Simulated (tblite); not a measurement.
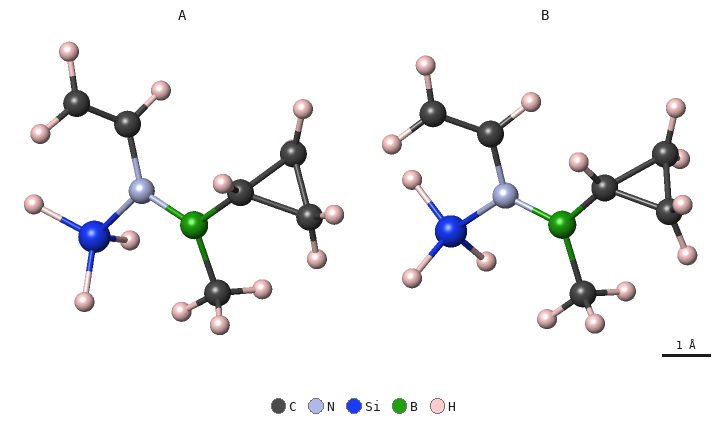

Two geometries of C₆H₁₄BNSi, drawn at one scale. One is the start of a relaxation, the other its converged end. Style: ball-and-stick. Shown at a tilt.

These are results of tblite, GFN2-xTB geometry optimisation, gas phase, not measurements. 

**Which of the two is the end point?**

Structure B is the relaxed one. After 111 geometry steps the energy has fallen by 91.9 kJ/mol. The atom that moves furthest after the best rigid fit is an H atom (0.93 Å). By element the largest moves are H 0.93 Å, C 0.38 Å, B 0.27 Å, Si 0.19 Å, N 0.10 Å. Among the contacts that change: B–N 1.505 → 1.419 Å, C–H 1.130 → 1.081 Å, N–Si 1.802 → 1.760 Å, C–N 1.439 → 1.404 Å. Bond angles that change, for instance: C–C–H 121.9° → 113.1°, Si–N–B 117.6° → 125.0°, H–C–H 113.6° → 106.3°. Groups turn about N–Si by about 40°, C–N by about 30°.
